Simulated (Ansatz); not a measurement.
**Ligand exchange: C2H5BrSn + C3H8O → C2H6OSn + C3H7Br**

Species: C2H5BrSn `C[CH2][Sn][Br]`, singlet; C3H8O `CCCO`, singlet; C2H6OSn `C[CH2][Sn][OH]`, singlet; C3H7Br (1-bromopropane) `CCCBr`, singlet. The partners trade Br for OH: Sn–Br and C–OH bonds give way to Sn–OH and C–Br.

Shapes, held fixed at every level: PBE0-D4/def2-TZVP. Flexible molecules stand in one conformer, not always the lowest. Programs: Ansatz 0.2.0. Electronic energies: no zero-point or thermal term.

```
               level                    kind  ΔE (kJ/mol)  less CCSD(T)/def2-TZVPP  CPU time (sum over the molecules)
   PBE-D4/def2-TZVPP                     GGA        +47.2                     +1.8                               48 s
r2SCAN-D4/def2-TZVPP                meta-GGA        +49.8                     +4.4                               87 s
  PBE0-D4/def2-TZVPP           global hybrid        +57.9                    +12.5                               57 s
  wB97M-V/def2-TZVPP  range-separated hybrid        +51.3                     +5.9                            3.6 min
  wB97X-V/def2-TZVPP  range-separated hybrid        +51.6                     +6.2                            2.4 min
      MP2/def2-TZVPP     perturbation theory        +41.5                     -3.9                                  –
  CCSD(T)/def2-TZVPP   coupled cluster or CI        +45.4                      0.0                             40 min
```

The highest level, CCSD(T)/def2-TZVPP, gives ΔE = +45.4 kJ/mol; the levels span +41.5 to +57.9. The column of differences is taken from that level and isn't an error. No measured value is set beside it here. For atoms past krypton def2 sets carry core potentials with scalar relativity. Relativity is left out for Br unless named. Correlated rows may include outer-core shells of Br, Sn, which these sets cover unevenly. Times are processor times on shared x86 and Arm servers, and rough.

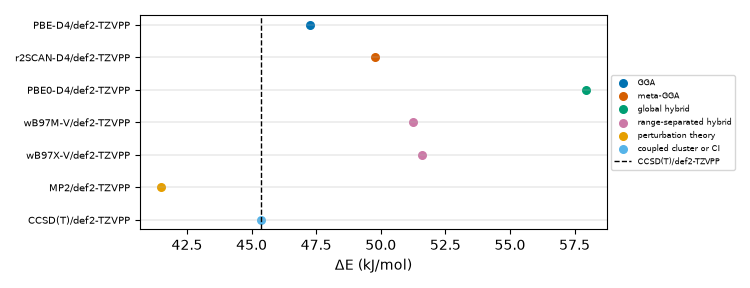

The values of the table, level by level.
